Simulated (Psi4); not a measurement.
**InNH3 (SMILES [NH2][InH]) at U-revPBE/def2-SVP (core potential)**

Aim: the vertical doublet–quartet gap of InNH3 at U-revPBE/def2-SVP (core potential), from 2 runs. 

The results are computed with Psi4 1.11.

6 further runs of the same task are left out: 4 that didn't finish, 2 set aside as unsound or not needed.

### 1 The molecule

The species is InNH3 (5 atoms), meant as a doublet with charge 0. SMILES: `[NH2][InH]`. The shape is that of a PBE0-D4/def2-TZVP optimisation. This is one conformer, not always the lowest.

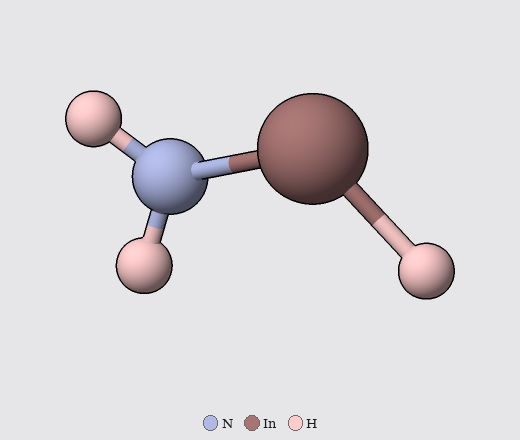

Viewed from a chosen angle; nitrogen light blue, indium brown, hydrogen pink.

### 2 Energy and gradient at U-revPBE/def2-SVP (core potential)

File h3inn.xyz:

```xyz
5
H3InN
N     -0.299400    -0.736500     0.264700
In     0.846600     0.946400     0.296000
H     -0.846800    -0.960800    -0.554700
H      0.017600    -1.585600     0.707600
H      0.331900     2.262600    -0.755100
```

File h3inn_ase.py:

```python
import numpy as np
from ase.calculators.psi4 import Psi4
from ase.io import read

mol = read('h3inn.xyz')
calc = Psi4(atoms=mol, method='revpbe', basis='def2-SVP', memory='1600MB', num_threads=1, charge=0, multiplicity=2, label='calc', reference='uks')
calc.psi4.set_options({'puream': True, 'e_convergence': 1e-09, 'd_convergence': 1e-08, 'scf_type': 'pk', 'dft_radial_points': 99, 'dft_spherical_points': 590, 'maxiter': 200})
mol.calc = calc

forces = mol.get_forces()
print(f'energy: {mol.get_potential_energy():.6f} eV')
print('forces / eV A^-1')
print(np.round(forces, 5))
```

Launch:

```bash
$ python h3inn_ase.py
```

calc.dat:

```text
[...]
    !!!  WARNING: ECP capability is in beta. Please check occupations closely.  !!!
[...]
  Running in c1 symmetry.
[...]
  Nuclear repulsion =   61.852746045763581
[...]
  Multiplicity = 2
[...]
  Nalpha       = 16
  Nbeta        = 15
[...]
    Number of basis functions: 55
[...]
   @UKS iter   1:  -246.18858807766151   -6.52799e-01   1.75302e-02 ADIIS/DIIS
[...]
   @UKS iter  13:  -246.63587297896021   -6.28120e-12   8.48554e-09 DIIS
[...]
   @S^2 Observed:                7.527434246E-01
[...]
    Orbital Energies [Eh]
    ---------------------
    Alpha Occupied:
       1A    -13.981295     2A     -4.467979     3A     -2.913271
       4A     -2.907773     5A     -2.903987     6A     -0.742149
       7A     -0.677590     8A     -0.674533     9A     -0.671836
      10A     -0.671137    11A     -0.661097    12A     -0.412451
      13A     -0.374989    14A     -0.278910    15A     -0.204558
      16A     -0.163652
    Alpha Virtual:
      17A     -0.065055    18A     -0.002683    19A      0.042849
      20A      0.088361    21A      0.109604    22A      0.138880
      23A      0.161537    24A      0.167592    25A      0.224394
[...]
  @UKS Final Energy:  -246.63587297896021
   => Energetics <=
    Nuclear Repulsion Energy =             61.8527460457635812
    One-Electron Energy =                -534.2876144992217178
    Two-Electron Energy =                 250.5492203653210481
    DFT Exchange-Correlation Energy =     -24.7502248908231159
    Empirical Dispersion Energy =           0.0000000000000000
    VV10 Nonlocal Energy =                  0.0000000000000000
    Total Energy =                       -246.6358729789602080
[...]
 Multipole Moments:
 ------------------------------------------------------------------------------------
     Multipole            Electronic (a.u.)      Nuclear  (a.u.)        Total (a.u.)
 ------------------------------------------------------------------------------------
 L = 1.  Multiply by 2.5417464519 to convert [e a0] to [Debye]
 Dipole X            :         12.4782095          -12.4139086            0.0643010
 Dipole Y            :         15.8682243          -16.3015989           -0.4333745
 Dipole Z            :          2.2517320           -2.3686144           -0.1168824
 Magnitude           :                                                    0.4534419
[...]
  -Total Gradient:
     Atom            X                  Y                   Z
    ------   -----------------  -----------------  -----------------
       1        0.004897176176    -0.003213332349    -0.004747264498
       2       -0.010923425679    -0.007745198614    -0.004183222581
       3        0.007668715147     0.003774165902     0.011348209654
       4       -0.003855903920     0.012041895743    -0.006183511020
       5        0.002212215366    -0.004859019137     0.003764782138
[...]
```

On the terminal:

```text
Memory set to   1.490 GiB by Python driver.
  Threads set to 1 by Python driver.

  Memory set to   1.490 GiB by Python driver.
  Threads set to 1 by Python driver.
energy: -6711.303947 eV
forces / eV A^-1
[[-0.25182  0.16524  0.24411]
 [ 0.56171  0.39827  0.21511]
 [-0.39434 -0.19408 -0.58355]
 [ 0.19828 -0.61922  0.31797]
 [-0.11376  0.24986 -0.19359]]
```

It took 9.6 s on 1 thread of Intel Xeon 6975P-C (Granite Rapids), shared host; peak memory 0.64 GiB.

### 3 The quartet: a single-point energy at U-revPBE/def2-SVP (core potential)

File h3inn.py:

```python
import psi4

psi4.set_memory(1600000000)
psi4.set_num_threads(1)
psi4.core.set_output_file('h3inn.out', False)

mol = psi4.geometry("""
0 4
N     -0.299400    -0.736500     0.264700
In     0.846600     0.946400     0.296000
H     -0.846800    -0.960800    -0.554700
H      0.017600    -1.585600     0.707600
H      0.331900     2.262600    -0.755100
symmetry c1
""")

psi4.set_options({
    'basis': 'def2-SVP',
    'reference': 'uks',
    'puream': True,
    'e_convergence': 1e-09,
    'd_convergence': 1e-08,
    'scf_type': 'pk',
    'dft_radial_points': 99,
    'dft_spherical_points': 590,
    'maxiter': 200,
})

result, w = psi4.energy('revpbe', molecule=mol, return_wfn=True)
psi4.oeprop(w, 'LOWDIN_CHARGES', 'QUADRUPOLE', 'MULLIKEN_CHARGES', title='REVPBE')
print(f'total energy {result:.8f} hartree = {result * 27.211386:.5f} eV')
for k, v in sorted(psi4.core.scalar_variables().items()):
    print(f'{k:45s} {v:18.10f}')
```

Launch:

```bash
$ python h3inn.py
```

h3inn.out:

```text
[...]
    !!!  WARNING: ECP capability is in beta. Please check occupations closely.  !!!
[...]
  Running in c1 symmetry.
[...]
  Nuclear repulsion =   61.852746045763581
[...]
  Multiplicity = 4
[...]
  Nalpha       = 17
  Nbeta        = 14
[...]
    Number of basis functions: 55
[...]
   @UKS iter   1:  -246.08361740987701   -5.47828e-01   1.61690e-02 ADIIS/DIIS
[...]
   @UKS iter  17:  -246.48754558310702   -5.68434e-13   9.60882e-10 DIIS
[...]
   @S^2 Observed:                3.754563386E+00
[...]
  @UKS Final Energy:  -246.48754558310702
   => Energetics <=
    Nuclear Repulsion Energy =             61.8527460457635812
    One-Electron Energy =                -533.3242769739558753
    Two-Electron Energy =                 249.6891325294885746
    DFT Exchange-Correlation Energy =     -24.7051471844033017
    Empirical Dispersion Energy =           0.0000000000000000
    VV10 Nonlocal Energy =                  0.0000000000000000
    Total Energy =                       -246.4875455831070212
[...]
 Multipole Moments:
 ------------------------------------------------------------------------------------
     Multipole            Electronic (a.u.)      Nuclear  (a.u.)        Total (a.u.)
 ------------------------------------------------------------------------------------
 L = 1.  Multiply by 2.5417464519 to convert [e a0] to [Debye]
 Dipole X            :         11.3962043          -12.4139086           -1.0177043
 Dipole Y            :         14.6701929          -16.3015989           -1.6314059
 Dipole Z            :          2.2033292           -2.3686144           -0.1652852
 Magnitude           :                                                    1.9299032
 L = 2.  Multiply by 1.3450342976 to convert [e a0^2] to [Debye ang]
 Quadrupole XX       :        -61.1010402           37.3524499          -23.7485903
 Quadrupole XY       :        -48.4142046           52.3617706            3.9475660
[...]
  Mulliken Charges: (a.u.)
   Center  Symbol    Alpha    Beta     Spin     Total
       1     N     4.00971  3.05916  0.95055 -0.06888
       2    IN    11.50330  9.70844  1.79486 -0.21174
       3     H     0.41725  0.43063 -0.01338  0.15211
       4     H     0.40581  0.43570 -0.02989  0.15849
       5     H     0.66392  0.36606  0.29786 -0.02999
   Total alpha = 17.00000, Total beta = 14.00000, Total charge = -0.00000
  Lowdin Charges: (a.u.)
   Center  Symbol    Alpha    Beta     Spin     Total
       1     N     3.87446  2.97878  0.89569  0.14676
[...]
```

The script printed:

```text
Memory set to   1.490 GiB by Python driver.
  Threads set to 1 by Python driver.
total energy -246.48754558 hartree = -6707.26775 eV
CURRENT ENERGY                                   -246.4875455831
CURRENT REFERENCE ENERGY                         -246.4875455831
DD SOLVATION ENERGY                                 0.0000000000
DFT FUNCTIONAL TOTAL ENERGY                      -246.4875455831
DFT TOTAL ENERGY                                 -246.4875455831
DFT VV10 ENERGY                                     0.0000000000
DFT XC ENERGY                                     -24.7051471844
GRID ELECTRONS ALPHA                               17.0000000489
GRID ELECTRONS BETA                                14.0000000235
GRID ELECTRONS TOTAL                               31.0000000725
NUCLEAR REPULSION ENERGY                           61.8527460458
ONE-ELECTRON ENERGY                              -533.3242769740
PCM POLARIZATION ENERGY                             0.0000000000
PE ENERGY                                           0.0000000000
SCF ITERATION ENERGY                             -246.4875455831
SCF ITERATIONS                                     17.0000000000
SCF TOTAL ENERGY                                 -246.4875455831
TWO-ELECTRON ENERGY                               249.6891325295
XC GRID RADIAL POINTS                              99.0000000000
XC GRID SPHERICAL POINTS                          590.0000000000
XC GRID TOTAL POINTS                           278890.0000000000
```

Run time: 9.9 s. Hardware: 1 thread of Intel Xeon 6975P-C (Granite Rapids), shared host; peak memory 0.62 GiB.

### 4 Results

At U-revPBE/def2-SVP (core potential):

| quantity | value |
| --- | --- |
| doublet: total energy | -246.63587 Eh |
| doublet: dipole moment | 1.15 D |
| doublet: HOMO energy (highest over α and β) | -4.45 eV |
| doublet: LUMO energy (lowest over α and β) | -3.32 eV |
| doublet: ⟨S²⟩ | 0.753 |
| doublet: largest force on an atom | 0.731 eV/Å |
| quartet: total energy | -246.48755 Eh |
| quartet: dipole moment | 4.91 D |
| quartet: HOMO energy (highest over α and β) | -2.29 eV |
| quartet: ⟨S²⟩ | 3.755 |
| vertical energy of the quartet above the doublet | 4.036 eV |

**Reading.** At this shape the quartet lies 4.04 eV (389 kJ/mol) above the doublet. The largest force (doublet) is 0.73 eV/Å: the shape isn't a stationary point for this species at this level. Mulliken charges (quartet) run from -0.21 on In2 to +0.16 on H4.
